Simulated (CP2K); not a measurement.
Consider mercaptoethylene at its PBE geometry (Å).

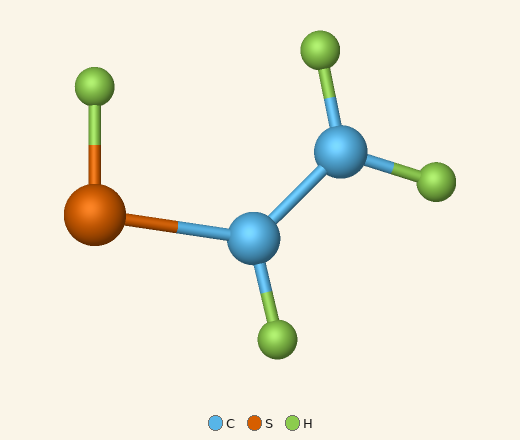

The molecule (carbon blue, sulfur orange, hydrogen green).

```xyz
7

C    -0.8592    0.3932   -0.0687
C     0.0237   -0.6147   -0.0464
S     1.7640   -0.5469    0.1629
H    -0.5607    1.4348    0.0476
H    -1.9189    0.1844   -0.2095
H    -0.3114   -1.6480   -0.1666
H     1.8624    0.7972    0.2807
```

Method: CP2K XAS_TDP, all-electron GAPW, PBEh(45%), aug-cc-pVTZ, TDA, GW2X-corrected core level, no relativity.

Q: Predict the bright core excitations at the C K edge.

Leading lines: C1 285.05 eV and C2 285.69 eV. The leading line of an atom is its first one with 35 % of the strongest within 2.5 eV of its lowest line over the strength cut. Core ionisation energies at this level: C1 290.18 and C2 291.09 eV.

The first six lines of each atom with a strength over 0.0015:

| atom | energy (eV) | states | strength, one atom | above the computed threshold |
| --- | --- | --- | --- | --- |
| C1 (bonded to C and 2 H) | 285.05 | 1 | 0.0480 |  |
|  | 287.96 | 1 | 0.0084 |  |
|  | 288.30 | 1 | 0.0156 |  |
|  | 289.15 | 1 | 0.0017 |  |
|  | 289.59 | 1 | 0.0075 |  |
|  | 289.79 | 1 | 0.0059 |  |
| C2 (bonded to C, S and H) | 285.69 | 1 | 0.0560 |  |
|  | 288.23 | 1 | 0.0307 |  |
|  | 288.93 | 1 | 0.0163 |  |
|  | 289.43 | 1 | 0.0021 |  |
|  | 289.98 | 1 | 0.0020 |  |
|  | 290.68 | 1 | 0.0020 |  |

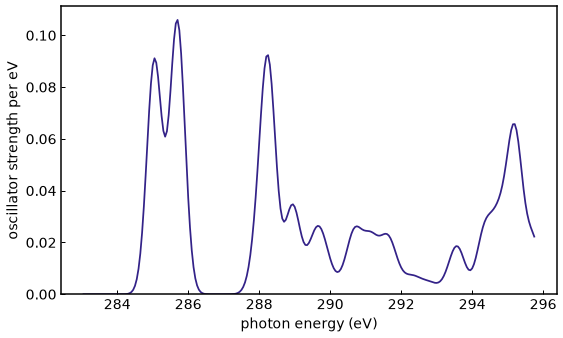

All atoms added, broadened by 0.5 eV.

Lines are vertical, at one geometry, with no vibrational structure. GW2X ionisation energies and lines can be off by 1 to 2 eV either way, and a good line position may hide errors that cancel. These values hold no scalar relativity, about 0.1 eV for C 1s. Rydberg lines, and the discretised continuum above threshold, depend on the basis and the box.

[Banner, clock and machine lines of the logs are left out without a mark of their own.]

[Logs are printed without paths, hosts, clocks, repeated set-up lines and the standing remarks that a program may print on its own settings, such as how far it seeks lower states.]

[Hosts, paths, dates, database ids (printed as entryN), source tags and the programs' standing remarks are cut or masked in the printed files.]
